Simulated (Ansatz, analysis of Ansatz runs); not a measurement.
# Migration in VO2F (Cc): H transfer from O to F, charge +1

Wanted: path and barrier of a jump of H in VO2F (Cc) at charge +1. The case: H transfer from O to F, in a cell of 64 host atoms with 1 H put in.

Program: Ansatz 0.2.0. Level of theory: plane-wave PAW DFT, PBEsol; relaxation of all atoms of a defect supercell at fixed charge in a uniform background. Results are calculated unless marked as measured.

### 1. Set-up

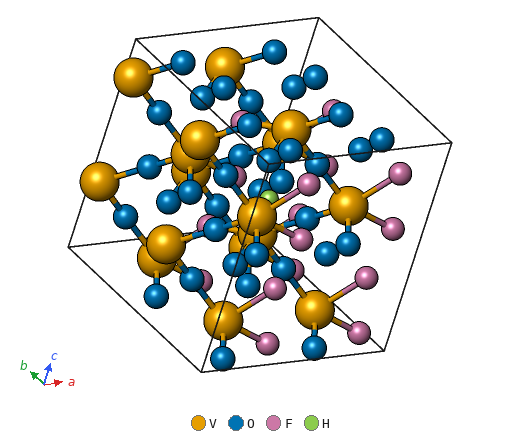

The cell as given, slightly off an axis (vanadium orange, oxygen blue, fluorine pink, hydrogen green). Bonds to atoms that aren't drawn are left out. Some periodic images of atoms are drawn too.

The cell holds 65 atoms: 16 V, 32 O, 16 F and 1 H. Its edges and angles: a = 10.495 Å, b = 10.495 Å, c = 10.355 Å, α = 119.4°, β = 119.4°, γ = 58.5°. It derives from VO2F (space group Cc). Nearest the centre at fractional (0.375, 0.668, 0.554): H65 at 0.32 Å, F32 at 0.95 Å, V17 at 1.47 Å, O30 at 1.63 Å, O19 at 2.29 Å, O61 at 2.36 Å, F23 at 2.71 Å, V26 at 2.71 Å. The cell carries charge +1.

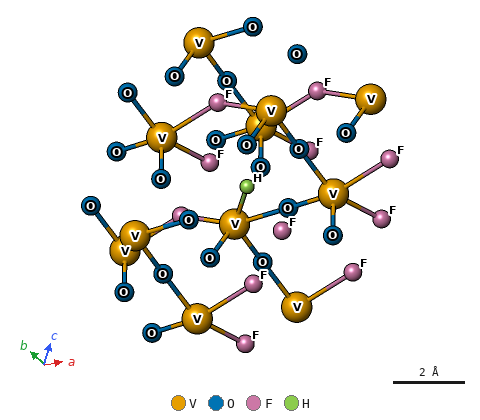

The atoms within 5 Å of the centre. Bonds to atoms that aren't drawn are left out.

The cell's shortest repeat is 10.3 Å.

### 2. Relaxation of the start point, charge +1

The ends come first: from an unrelaxed start the top is counted from too high an energy, and the barrier comes out too low. Small random displacements break the symmetry of the ideal sites, so that the defect can distort if it gains by it. The charge of +1 is set by the electron count, and a uniform background keeps the cell neutral.

qp1.start/input.yaml reads:

```yaml
crystal:
  lattice:
    - [9.15811721, -5.12579026, -0.00148872]
    - [9.15811721, 5.12579026, -0.00148872]
    - [-5.81980388, 0.0, 8.56431615]
  atoms:
    - { symbol: V, position: [0.3832667, 0.11781643, 0.39800985] }
    - { symbol: V, position: [0.11781643, 0.3832667, 0.14800985] }
    - { symbol: O, position: [0.24531322, 0.04912052, 0.30480815] }
    - { symbol: O, position: [-0.0050423, 0.51633816, 0.27920869] }
    - { symbol: O, position: [0.04912052, 0.24531322, 0.05480815] }
    - { symbol: O, position: [0.51633816, -0.0050423, 0.02920869] }
    - { symbol: F, position: [0.27095315, 0.30101862, 0.33614931] }
    - { symbol: F, position: [0.30101862, 0.27095315, 0.08614931] }
    - { symbol: V, position: [0.3832667, 0.11781643, 0.89800985] }
    - { symbol: V, position: [0.11781643, 0.3832667, 0.64800985] }
    - { symbol: O, position: [0.24531322, 0.04912052, 0.80480815] }
    - { symbol: O, position: [-0.0050423, 0.51633816, 0.77920869] }
    - { symbol: O, position: [0.04912052, 0.24531322, 0.55480815] }
    - { symbol: O, position: [0.51633816, -0.0050423, 0.52920869] }
    - { symbol: F, position: [0.27095315, 0.30101862, 0.83614931] }
    - { symbol: F, position: [0.30101862, 0.27095315, 0.58614931] }
    - { symbol: V, position: [0.3832667, 0.61781643, 0.39800985] }
    - { symbol: V, position: [0.11781643, 0.8832667, 0.14800985] }
    - { symbol: O, position: [0.24531322, 0.54912052, 0.30480815] }
    - { symbol: O, position: [-0.0050423, 1.01633816, 0.27920869] }
    - { symbol: O, position: [0.04912052, 0.74531322, 0.05480815] }
    - { symbol: O, position: [0.51633816, 0.4949577, 0.02920869] }
    - { symbol: F, position: [0.27095315, 0.80101862, 0.33614931] }
    - { symbol: F, position: [0.30101862, 0.77095315, 0.08614931] }
    - { symbol: V, position: [0.3832667, 0.61781643, 0.89800985] }
    - { symbol: V, position: [0.11781643, 0.8832667, 0.64800985] }
    - { symbol: O, position: [0.24531322, 0.54912052, 0.80480815] }
    - { symbol: O, position: [-0.0050423, 1.01633816, 0.77920869] }
    - { symbol: O, position: [0.04912052, 0.74531322, 0.55480815] }
    - { symbol: O, position: [0.51633816, 0.4949577, 0.52920869] }
    - { symbol: F, position: [0.27095315, 0.80101862, 0.83614931] }
    - { symbol: F, position: [0.30101862, 0.77095315, 0.58614931] }
    - { symbol: V, position: [0.8832667, 0.11781643, 0.39800985] }
    - { symbol: V, position: [0.61781643, 0.3832667, 0.14800985] }
    - { symbol: O, position: [0.74531322, 0.04912052, 0.30480815] }
    - { symbol: O, position: [0.4949577, 0.51633816, 0.27920869] }
    - { symbol: O, position: [0.54912052, 0.24531322, 0.05480815] }
    - { symbol: O, position: [1.01633816, -0.0050423, 0.02920869] }
    - { symbol: F, position: [0.77095315, 0.30101862, 0.33614931] }
    - { symbol: F, position: [0.80101862, 0.27095315, 0.08614931] }
    - { symbol: V, position: [0.8832667, 0.11781643, 0.89800985] }
    - { symbol: V, position: [0.61781643, 0.3832667, 0.64800985] }
    - { symbol: O, position: [0.74531322, 0.04912052, 0.80480815] }
    - { symbol: O, position: [0.4949577, 0.51633816, 0.77920869] }
    - { symbol: O, position: [0.54912052, 0.24531322, 0.55480815] }
    - { symbol: O, position: [1.01633816, -0.0050423, 0.52920869] }
    - { symbol: F, position: [0.77095315, 0.30101862, 0.83614931] }
    - { symbol: F, position: [0.80101862, 0.27095315, 0.58614931] }
    - { symbol: V, position: [0.8832667, 0.61781643, 0.39800985] }
    - { symbol: V, position: [0.61781643, 0.8832667, 0.14800985] }
    - { symbol: O, position: [0.74531322, 0.54912052, 0.30480815] }
    - { symbol: O, position: [0.4949577, 1.01633816, 0.27920869] }
    - { symbol: O, position: [0.54912052, 0.74531322, 0.05480815] }
    - { symbol: O, position: [1.01633816, 0.4949577, 0.02920869] }
    - { symbol: F, position: [0.77095315, 0.80101862, 0.33614931] }
    - { symbol: F, position: [0.80101862, 0.77095315, 0.08614931] }
    - { symbol: V, position: [0.8832667, 0.61781643, 0.89800985] }
    - { symbol: V, position: [0.61781643, 0.8832667, 0.64800985] }
    - { symbol: O, position: [0.74531322, 0.54912052, 0.80480815] }
    - { symbol: O, position: [0.4949577, 1.01633816, 0.77920869] }
    - { symbol: O, position: [0.54912052, 0.74531322, 0.55480815] }
    - { symbol: O, position: [1.01633816, 0.4949577, 0.52920869] }
    - { symbol: F, position: [0.77095315, 0.80101862, 0.83614931] }
    - { symbol: F, position: [0.80101862, 0.77095315, 0.58614931] }
    - { symbol: H, position: [0.398915, 0.631716, 0.553669] }
total_charge: 1
basis:
  ecutwfc: 420
  xc_grid: 2
hamiltonian:
  xc: pbesol
kpoints:
  mp_grid: { grid: [1, 1, 1], shift: [0.25, 0.25, 0.25] }
scf:
  occupations: { method: fixed }
  max_iter: 120
output:
  forces: true
relax:
  f_tol: 0.02
  max_steps: 70
  random_displacement: { amplitude: 0.03, seed: 1621 }
```

The run is started by

```console
> ansatz run input.yaml --threads 32 --pin off --max-ram 84787MiB --backend cuda --events-out ev --progress --plain --runs-dir out --max-vram 78GiB
```

Numbers of over 12 decimals in the logs are rounded to 6 here.

The program printed:

```text
[... repeated set-up lines and file paths are left out, and long positions are rounded to six places ...]
The last accepted step is kept in <dir> (removed where the run ends without a failure and the disk answers)
Engine: ansatz 0.2.0, aarch64-unknown-linux-gnu
Pseudopotentials: kind: paw
Pseudopotential: V, paw, valence charge 13, recommended cutoff 420 eV (normal), V.paw.azcp
Pseudopotential: O, paw, valence charge 6, recommended cutoff 420 eV (normal), O.paw.azcp
Pseudopotential: F, paw, valence charge 7, recommended cutoff 420 eV (normal), F.paw.azcp
Pseudopotential: H, paw, valence charge 1, recommended cutoff 420 eV (normal), H.paw.azcp
Functional definition: PBEsol
  exchange = pbesol_x
  correlation = pbesol_c
[...]
Crystal: 65 atoms, lattice volume = 803.974 Å³
Basis set: ecut = 420 eV, 15717 PW (Γ), exchange–correlation on 144×144×144 points (8 copies of the dense FFT grid, shifted against one another)
Bands: 321, of which v1, the nominal top of the filled ones, is band 256 counted from 1 (255 counted from 0)
Symmetry: 1 space group operations
k-points: 1
Non-local potential: V, projectors of the file, l = 0: 3, l = 1: 2, l = 2: 3, l = 3: 1
Non-local potential: O, projectors of the file, l = 0: 2, l = 1: 2, l = 2: 1
Non-local potential: F, projectors of the file, l = 0: 2, l = 1: 2, l = 2: 1
Non-local potential: H, projectors of the file, l = 0: 2, l = 1: 1
PAW form: soft (Blöchl's): semilocal exchange-correlation on the pseudo side does not see the compensation charge
PAW frozen core: V, regenerated for the run's functional, and the local potential with it (the file was generated under x = pbe(κ = 0.804, μ = 0.219515), c = pbe(β = 0.066725))
PAW frozen core: O, regenerated for the run's functional, and the local potential with it (the file was generated under x = pbe(κ = 0.804, μ = 0.219515), c = pbe(β = 0.066725))
PAW frozen core: F, regenerated for the run's functional, and the local potential with it (the file was generated under x = pbe(κ = 0.804, μ = 0.219515), c = pbe(β = 0.066725))
PAW one-centre angular grid: V, 590 points (default); XC on 64 Gauss nodes
PAW one-centre angular grid: O, 110 points (default); XC on 64 Gauss nodes
PAW one-centre angular grid: F, 110 points (default); XC on 64 Gauss nodes
PAW one-centre angular grid: H, 110 points (default); XC on 64 Gauss nodes
Initial density: superposition of atomic densities (neutral atoms scaled as one to the charged cell's electrons: chi_scale 0, normalization atom), corrected by the library's trained network
Initial wavefunctions: pseudopotential atomic-orbital guess
[...]
Functional: x = pbesol(κ = 0.804, μ = 0.123457), c = pbesol(β = 0.046)
SCF iter   1: F=—  HF=-76968.656628 eV  |F-HF|=—  |Δ(HF+E_count)|=         —  Δρ=2.54e-2  dr2=5.55e0  ethr=1.77e-3  ⟨swp⟩=4.0  Hψ=917  notcnv=0  defer=61
preconditioner: auto → Resta (q_TF=auto, 2.531 Å⁻¹)  ε∞=7.4  [insulator: Δε(μ)=1.192 eV  Ē_g=10.167 eV  n_scr=210 (ndim 8)  ℏωp=25.7 eV  f_vac=0.193  ε∞_Penn≈7.4]
SCF iter   2: F=—  HF=-76968.972409 eV  |F-HF|=—  |Δ(HF+E_count)|=   3.16e-1  Δρ=3.17e-2  dr2=8.11e0  ethr=1.08e-3  ⟨swp⟩=3.0  Hψ=520  notcnv=0  defer=61
[...]
SCF iter  12: F=-76967.964814 eV  HF=-76967.964811 eV  |F-HF|=3.31e-6  |Δ(HF+E_count)|=   3.90e-6  Δρ=2.52e-5  dr2=5.91e-6  ethr=1.95e-9  ⟨swp⟩=3.0  Hψ=821  notcnv=0
SCF 1 converged in 12 iterations: F = -76967.964814 eV  dr2 = 5.91e-6
  greatest PAW one-centre occupation: 1.000 electrons in one spin orbital (limit 2), on the V atom at site 56 (counted from 0), in its partial waves of l = 0
relax step   1: F+E_penalty+E_count = -76967.96481387 eV  Δ(F+E_penalty+E_count) = +0.000e0 eV  max|allowed force component| = 9.349e0 eV/Å  Δτ_max = 0.0000 Å  (12 SCF iters, dr2 threshold 1.00e-5 eV, accepted)
[...]
SCF 2 converged in 8 iterations: F = -76970.103237 eV  dr2 = 6.35e-5
relax step   2: F+E_penalty+E_count = -76970.10323672 eV  Δ(F+E_penalty+E_count) = -2.138e0 eV  max|allowed force component| = 4.740e0 eV/Å  Δτ_max = 0.1458 Å  (8 SCF iters, dr2 threshold 1.00e-4 eV, accepted)
[...]
SCF 3 converged in 8 iterations: F = -76971.216619 eV  dr2 = 8.53e-5
[...]
SCF 5 converged in 8 iterations: F = -76971.499112 eV  dr2 = 1.57e-5
[...]
SCF 7 converged in 8 iterations: F = -76971.668117 eV  dr2 = 2.20e-5
[...]
SCF 9 converged in 8 iterations: F = -76971.731683 eV  dr2 = 1.06e-5
[...]
SCF 11 converged in 8 iterations: F = -76971.862487 eV  dr2 = 3.15e-5
[...]
SCF 13 converged in 11 iterations: F = -76971.936987 eV  dr2 = 8.23e-7
[...]
SCF 15 converged in 8 iterations: F = -76971.963116 eV  dr2 = 3.56e-5
[...]
SCF 17 converged in 11 iterations: F = -76971.973006 eV  dr2 = 3.38e-8
[...]
SCF 19 converged in 8 iterations: F = -76971.975685 eV  dr2 = 9.16e-7
[...]
SCF 21 converged in 11 iterations: F = -76971.976656 eV  dr2 = 1.39e-8
[...]
SCF 23 converged in 10 iterations: F = -76971.977042 eV  dr2 = 7.17e-8
[...]
SCF 25 converged in 3 iterations: F = -76971.977124 eV  dr2 = 3.68e-8
[...]
- { symbol: F, position: [0.295815, 0.262596, 0.085828] }
    - { symbol: V, position: [0.379963, 0.117905, 0.895777] }
    - { symbol: V, position: [0.113955, 0.382934, 0.644190] }
    - { symbol: O, position: [0.247476, 0.041584, 0.801831] }
    - { symbol: O, position: [-0.008104, 0.521069, 0.778247] }
    - { symbol: O, position: [0.036992, 0.251064, 0.551259] }
    - { symbol: O, position: [0.519926, 0.001422, 0.531598] }
    - { symbol: F, position: [0.260550, 0.301204, 0.835767] }
    - { symbol: F, position: [0.297515, 0.265164, 0.585601] }
    - { symbol: V, position: [0.378333, 0.622209, 0.392595] }
    - { symbol: V, position: [0.112848, 0.885802, 0.147255] }
    - { symbol: O, position: [0.259540, 0.533430, 0.313496] }
    - { symbol: O, position: [-0.015000, 1.022600, 0.272962] }
    - { symbol: O, position: [0.040024, 0.750503, 0.052043] }
    - { symbol: O, position: [0.519297, 0.494297, 0.024697] }
    - { symbol: F, position: [0.252946, 0.802817, 0.336696] }
    - { symbol: F, position: [0.299480, 0.762586, 0.087459] }
    - { symbol: V, position: [0.378433, 0.620503, 0.899265] }
    - { symbol: V, position: [0.116332, 0.884189, 0.643717] }
    - { symbol: O, position: [0.246255, 0.545202, 0.805320] }
    - { symbol: O, position: [-0.009294, 1.020812, 0.775601] }
    - { symbol: O, position: [0.043103, 0.749738, 0.552927] }
    - { symbol: O, position: [0.542282, 0.508573, 0.541127] }
    - { symbol: F, position: [0.262776, 0.801247, 0.837989] }
    - { symbol: F, position: [0.301454, 0.764738, 0.587093] }
    - { symbol: V, position: [0.877951, 0.120869, 0.396177] }
    - { symbol: V, position: [0.615474, 0.384399, 0.145554] }
    - { symbol: O, position: [0.742503, 0.049394, 0.307272] }
    - { symbol: O, position: [0.486304, 0.528133, 0.272881] }
    - { symbol: O, position: [0.538994, 0.252940, 0.054796] }
    - { symbol: O, position: [1.021316, -0.006369, 0.026667] }
    - { symbol: F, position: [0.757246, 0.306379, 0.338460] }
    - { symbol: F, position: [0.798677, 0.264838, 0.087668] }
    - { symbol: V, position: [0.885957, 0.113846, 0.897682] }
    - { symbol: V, position: [0.620498, 0.381742, 0.661014] }
    - { symbol: O, position: [0.748653, 0.043043, 0.806207] }
    - { symbol: O, position: [0.490183, 0.521136, 0.774921] }
    - { symbol: O, position: [0.532204, 0.262421, 0.544959] }
    - { symbol: O, position: [1.017872, -0.005407, 0.525141] }
    - { symbol: F, position: [0.754571, 0.302626, 0.832968] }
    - { symbol: F, position: [0.799710, 0.264879, 0.592847] }
    - { symbol: V, position: [0.880248, 0.620122, 0.396529] }
    - { symbol: V, position: [0.615631, 0.883839, 0.145750] }
    - { symbol: O, position: [0.746677, 0.545560, 0.304671] }
    - { symbol: O, position: [0.487208, 1.020012, 0.275746] }
    - { symbol: O, position: [0.542181, 0.749442, 0.052531] }
    - { symbol: O, position: [1.022024, 0.499415, 0.032918] }
    - { symbol: F, position: [0.761362, 0.803870, 0.337467] }
    - { symbol: F, position: [0.800260, 0.769559, 0.090762] }
    - { symbol: V, position: [0.884847, 0.620646, 0.899419] }
    - { symbol: V, position: [0.617125, 0.890453, 0.649075] }
    - { symbol: O, position: [0.748434, 0.547970, 0.809291] }
    - { symbol: O, position: [0.492662, 1.022609, 0.779139] }
    - { symbol: O, position: [0.544007, 0.753387, 0.554228] }
    - { symbol: O, position: [1.017495, 0.496071, 0.528700] }
    - { symbol: F, position: [0.764186, 0.802607, 0.837990] }
    - { symbol: F, position: [0.800389, 0.768944, 0.588283] }
    - { symbol: H, position: [0.607083, 0.575424, 0.602257] }
```

Wall time 14 s (1 × NVIDIA GB200 with 32 threads of Arm Neoverse V2, shared host); peak memory 1.3 GiB.

Step by step (22 of 25):

```
step  energy less that of the first step (eV)  largest force component (eV/Å)
   1                                   0.0000                          9.3488
   2                                  -2.1384                          4.7395
   3                                  -3.2518                          1.0528
   4                                  -3.4251                          0.9601
   6                                  -3.6333                          0.7556
   7                                  -3.7033                          0.1653
   8                                  -3.7359                          0.8625
   9                                  -3.7669                          0.8517
  10                                  -3.8145                          0.8685
  11                                  -3.8977                          0.2904
  12                                  -3.9468                          0.2225
  14                                  -3.9858                          0.4558
  15                                  -3.9983                          0.1998
  16                                  -4.0063                          0.0610
  17                                  -4.0082                          0.0507
  18                                  -4.0098                          0.0410
  19                                  -4.0109                          0.0207
  20                                  -4.0115                          0.0345
  22                                  -4.0120                          0.0240
  23                                  -4.0122                          0.0231
  24                                  -4.0123                          0.0055
  25                                  -4.0123                          0.0055
```

The atoms that moved most (Å, from the sites as typed, ahead of the random displacement, the mean shift of all atoms taken out):

```
atom      dx      dy      dz  length
 H65   1.109  -1.357   0.414   1.801
 O30   0.294  -0.065   0.101   0.317
 O45   0.060   0.173  -0.086   0.202
  F7  -0.174   0.068  -0.037   0.190
 O19  -0.063  -0.155   0.073   0.182
 F23  -0.151   0.100   0.003   0.181
  O5  -0.035   0.138  -0.073   0.160
 F47  -0.116   0.091  -0.029   0.150
```

Neighbours of H65 at the end:

```
atom  distance (Å)
 O30         0.998
 O61         1.863
 O59         1.979
 V42         2.313
 V17         2.327
 F32         2.722
 F48         2.777
 O36         2.871
```

Among the atoms that came to bonding distance: H65–O30 1.00 Å (from 1.32).

Numbers from this step:

| Property | Result |
| --- | --- |
| free energy | -76971.9771 eV |
| r.m.s. move of the farther half of the atoms | 0.07139 Å |
| largest move from the ideal geometry of this structure, a common shift of the far atoms taken out | 1.829 Å |

The relaxation gained 4.012 eV and ended with a largest force component of 0.0055 eV/Å.

[end of part 1 of 2]

[Logs are printed without paths, hosts, clocks, repeated set-up lines and the standing remarks that a program may print on its own settings, such as how far it seeks lower states.]

[Hosts, paths, dates, database ids (printed as entryN), source tags and the programs' standing remarks are cut or masked in the printed files.]
